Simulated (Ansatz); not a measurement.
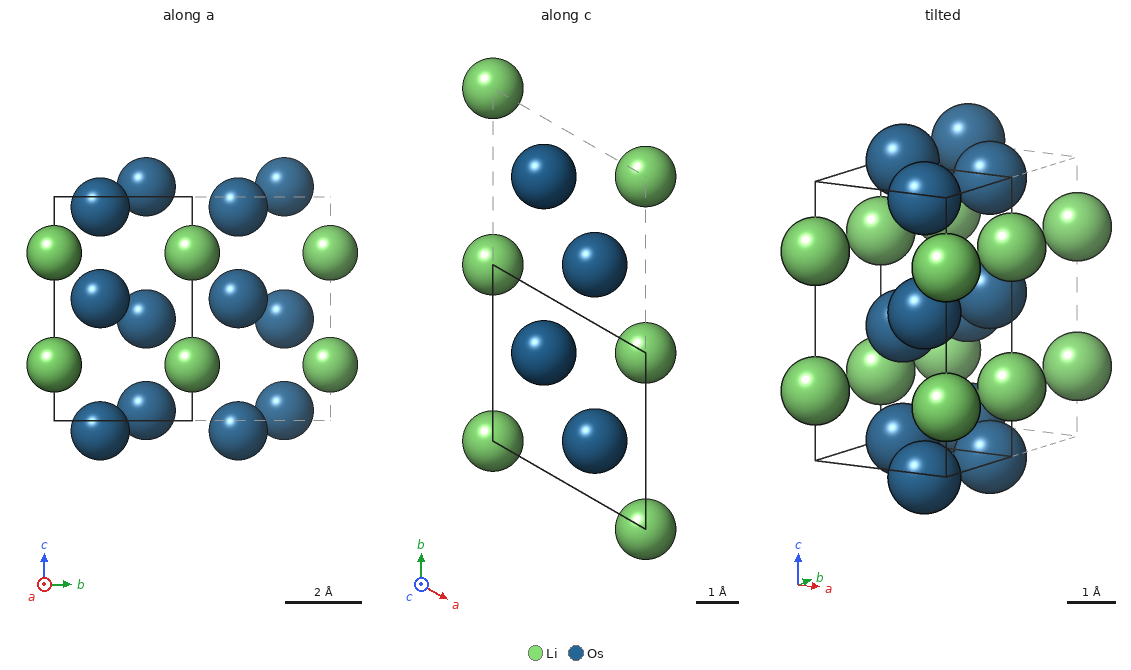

Spheres-only drawing of the structure, looking along the a axis, along the c axis and slightly off an axis. Shown are 1×2×1 repeats of the conventional unit cell, one of them outlined in solid lines. Cell: a = 4.206 Å, b = 4.206 Å, c = 5.905 Å, α = 90.00°, β = 90.00°, γ = 120.00°.

Describe the crystal.

Chemical formula LiOs2. The structure has P6_3/mmc (No. 194) symmetry and a primitive hexagonal lattice. Atoms per cell: 6 (2 Li, 4 Os).

Provenance: a textbook structure type filled with these elements (whether it is the usual form wasn't checked). The geometry was optimised with DFT PBE, scalar-relativistic, plane waves, PAW in Ansatz.
